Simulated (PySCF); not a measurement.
**C2H8O3Si2 (SMILES O=COC[SiH2][SiH2]O): density, localisation and related maps**

The calculation's input:

```
{"job": {"kind": "uv", "xc": "B3LYP", "basis": "def2-SVPD", "nstates": 8, "ntriplets": 3}, "charge": 0, "multiplicity": 1}
O     -1.197106    -0.408079     1.151188
C     -2.266449    -0.255577     0.618617
O     -2.470763     0.069326    -0.619550
C     -1.309496     0.292285    -1.435614
Si     0.287399    -0.647713    -0.881411
Si     1.717560     0.555628     0.449131
O      3.096601    -0.272539     0.178879
H     -3.225635    -0.380235     1.146548
H     -1.141133     1.371810    -1.457775
H     -1.615642    -0.013145    -2.433918
H      0.887222    -0.844875    -2.228091
H     -0.097224    -2.017506    -0.521181
H      1.480788     0.623029     1.894369
H      1.922881     1.959922     0.034199
H      3.926581    -0.024340     0.577042
```

Launched as:

```sh
OMP_NUM_THREADS=1 python probes_run.py task.json out
```

Geometry: GFN2-xTB.

These are results of B3LYP/def2-SVPD, SCF density, gas phase in PySCF 2.14.0, not measurements.

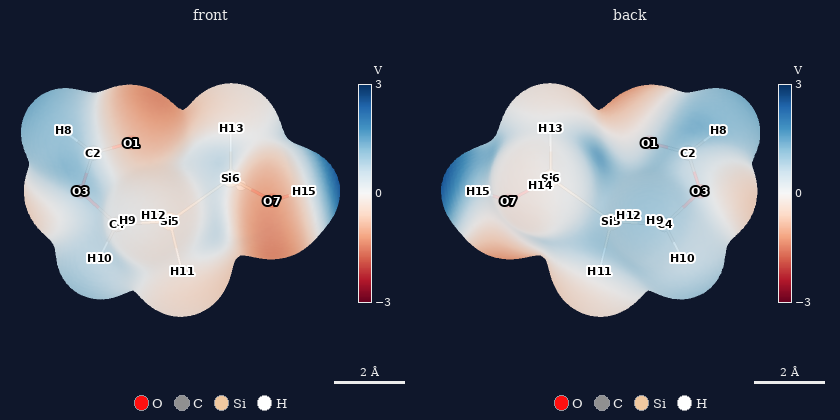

Figure 1. The molecular electrostatic potential painted on the density surface at 0.002 e/bohr³, seen from the front and from behind; red is negative and blue positive.

**Where is the surface potential most negative and most positive?**

The most negative region (about −1.4 V) lies over O1 and O7, the most positive (about +2.4 V) over H15.

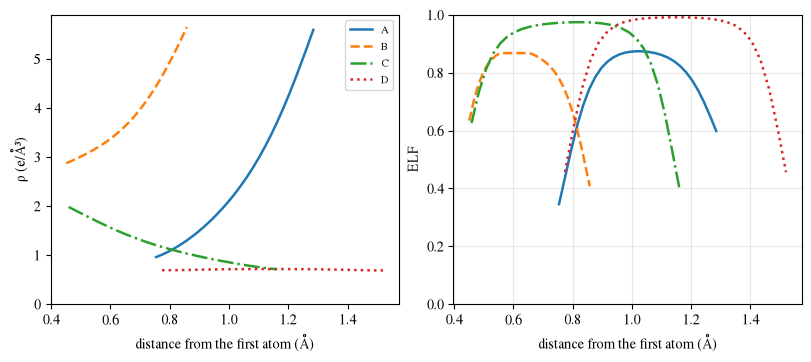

Figure 2. Electron density and ELF along straight lines between neighbouring atoms. The curves leave out the atomic cores.

**Which curve belongs to which contact (C–O, C–Si, Si–O and Si–Si)? The first atom named is at distance zero.**

Curve A: Si–O (1.63 Å): the density is about 1.1 e/Å³ at the midpoint; the ELF peaks at about 0.85 between the atoms: a polar covalent bond. Curve B: C–O (1.20 Å): ρ is about 3.4 e/Å³ halfway; the ELF peaks at about 0.85 between the atoms: a multiple bond. Curve C: C–Si (1.93 Å): ρ at the midpoint is about 0.89 e/Å³; the ELF peaks at about 1 between the atoms: a covalent bond. Curve D: Si–Si (2.29 Å): ρ at the midpoint is about 0.72 e/Å³; the ELF peaks at about 1 between the atoms; localised, covalent bonding.
